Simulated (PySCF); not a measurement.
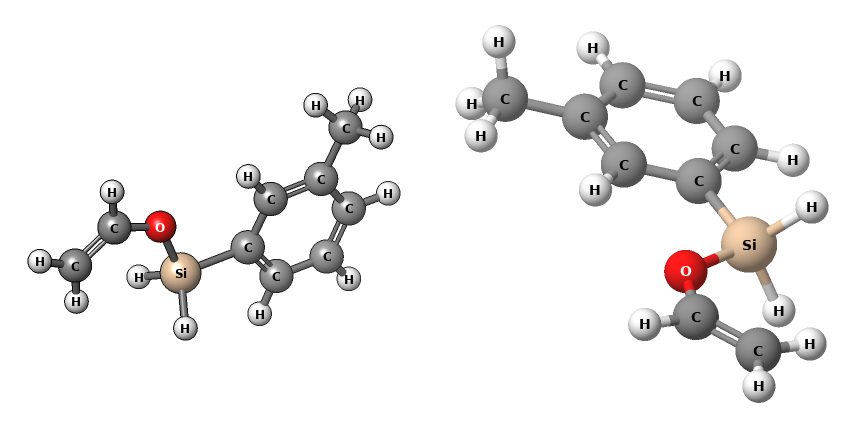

The same structure drawn twice, from different directions.

Computed geometry: PBE0-D3(BJ)/def2-SVP optimisation. No frequency run is at hand to confirm it as a minimum.

**Which formula does it have?**

C₉H₁₂OSi, 23 atoms: 9 carbon, 12 hydrogen, 1 oxygen and 1 silicon.

**Does it have rings?**

Independent rings (smallest set): 1 of 6 members, 1 of them aromatic.

More results for the same structure follow; atom numbers are the same in all pictures, views and colours differ.

Geometry

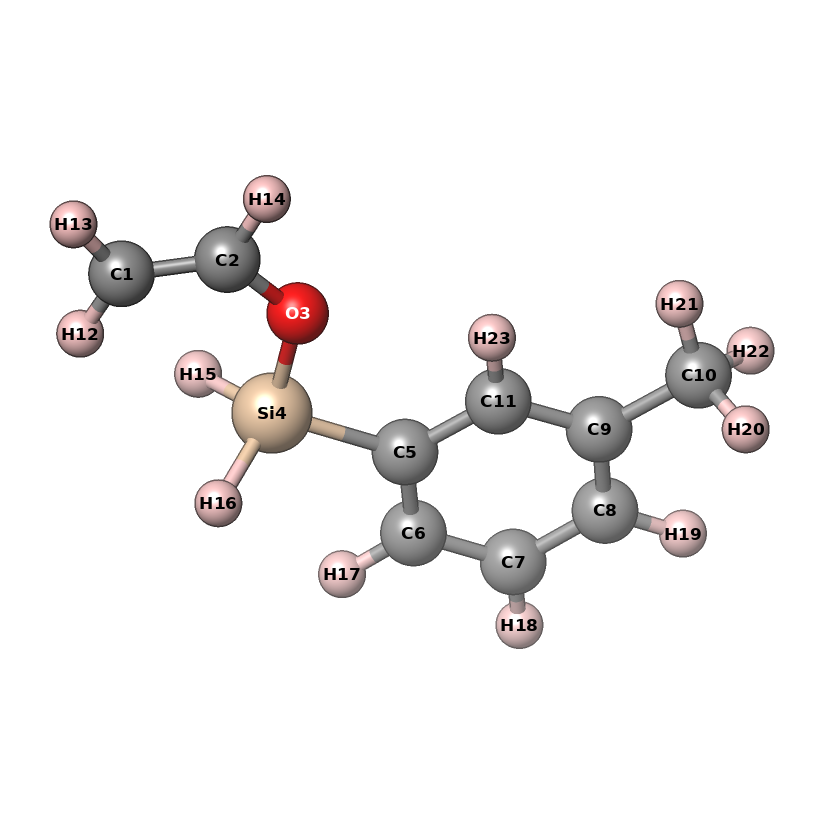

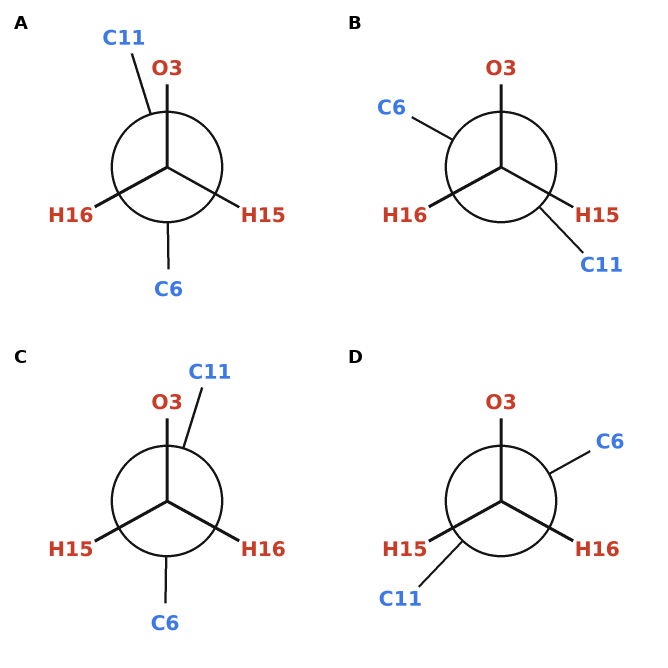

Distant atoms are faded towards the background colour. Bonds that would overlap in a projection are set slightly apart. No frequency run is at hand to confirm it as a minimum.

**Which Newman projection shows the view along Si4–C5, with Si4 in front?**

C. The torsion angle O3–Si4–C5–C6 is −179°, antiperiplanar (anti).

Ring current

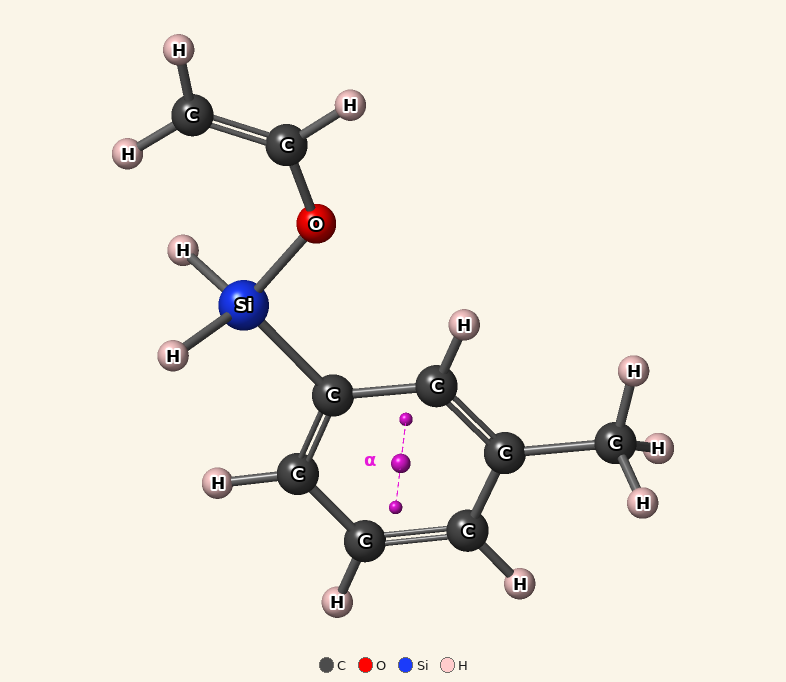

The small points mark where nucleus-independent chemical shifts (NICS) were computed: at the centre of each lettered ring and 1 Å above and below it. No frequency run is at hand to confirm it as a minimum. Properties computed with GIAO PBE0/pcSseg-1 NMR shielding, non-relativistic, IEF-PCM methanol (PySCF 2.14.0).

Give NICS(0), NICS(1) and the out-of-plane component NICS(1)zz for each ring (means of the two sides).

| ring | members | NICS(0) | NICS(1) | NICS(1)zz |
| --- | --- | --- | --- | --- |
| α | C6 | −7.7 | −11.1 | −27.5 |

Values in ppm.

**What do the values say about the ring currents?**

Ring α: diatropic, as in an aromatic ring. NICS is one index among several.

NMR shielding

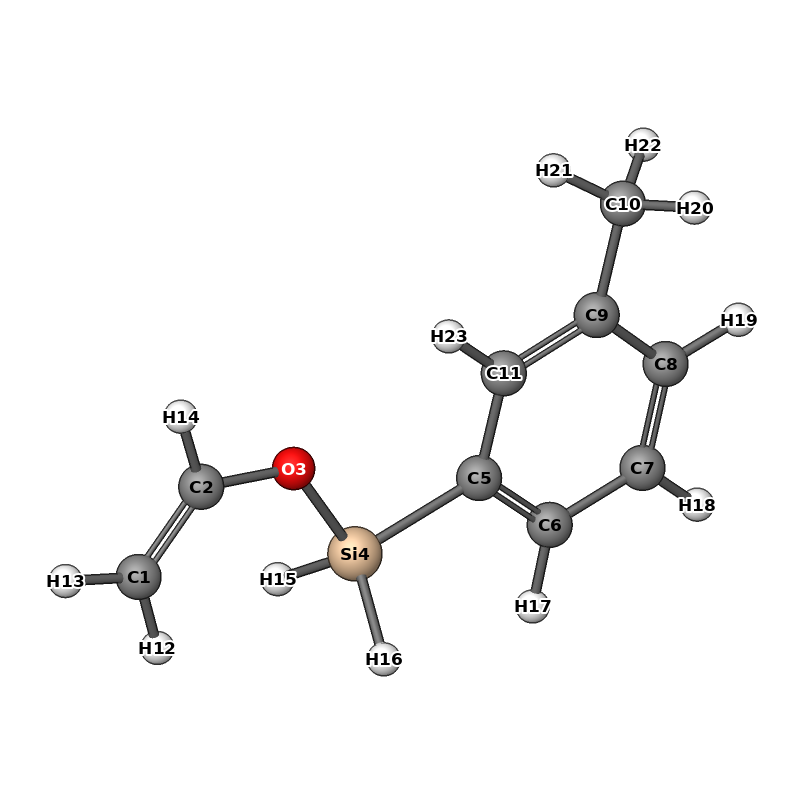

The questions are on isotropic NMR shieldings of the C atoms. No frequency run is at hand to confirm it as a minimum. Level of theory: GIAO PBE0/pcSseg-1 NMR shielding, non-relativistic, IEF-PCM water (PySCF 2.14.0).

List the isotropic NMR shieldings of the C atoms.

```tsv
atom	σ (ppm)
C1	89.4
C2	25.6
C5	52.2
C6	48.8
C7	50.3
C8	46.6
C9	39.8
C10	161.8
C11	44.1
```

Quadrupole coupling

No frequency run is at hand to confirm it as a minimum. Electric field gradients from the ground-state density, PBE0/pcSseg-1 in methanol (IEF-PCM) (PySCF 2.14.0), non-relativistic apart from any core potentials.

Give the largest field-gradient component, the quadrupole coupling constant and the asymmetry for 17O at O3 (Q = −25.6 mb), 2H at H12 (Q = 2.86 mb), 2H at H13 (Q = 2.86 mb).

| atom | V_zz (a.u.) | e²qQ/h (MHz) | η |
| --- | --- | --- | --- |
| O3 | 1.564 | −9.41 | 0.15 |
| H12 | 0.308 | 0.207 | 0.11 |
| H13 | 0.313 | 0.210 | 0.09 |
